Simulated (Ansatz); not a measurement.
Response to strain in Al

The parent structure is Al in the fcc (Cu type) structure (space group Fm-3m, No. 225; a = 3.984 Å; relaxed with 0.1 eV smearing). Axes: x, y, z lie along the cube axes.

Strains are applied to the cell and any free atomic positions relax; under biaxial strain the out-of-plane vector relaxes too.

All numbers come from LDA (Ansatz, a quantum-chemistry and plane-wave program, PAW, no spin-orbit coupling).

Notes on the quantities. pressure: mean of the normal stresses, compression positive.

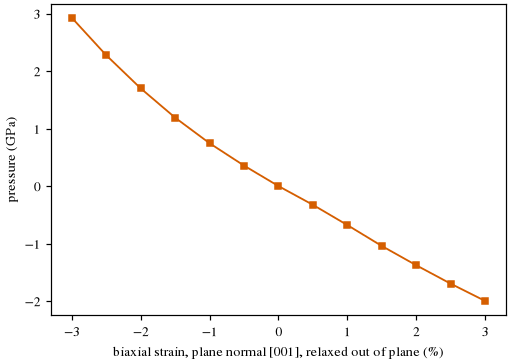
Figure. Pressure against biaxial strain, plane normal [001], relaxed out of plane

```csv
"biaxial strain, plane normal [001], relaxed out of plane (%)",pressure
-3,2.9 GPa
-2.5,2.3 GPa
-2,1.7 GPa
-1.5,1.2 GPa
-1,0.7 GPa
-0.5,0.4 GPa
0.5,-0.3 GPa
1,-0.7 GPa
1.5,-1.0 GPa
2,-1.4 GPa
2.5,-1.7 GPa
3,-2.0 GPa
```

Stability against distortions was not tested.
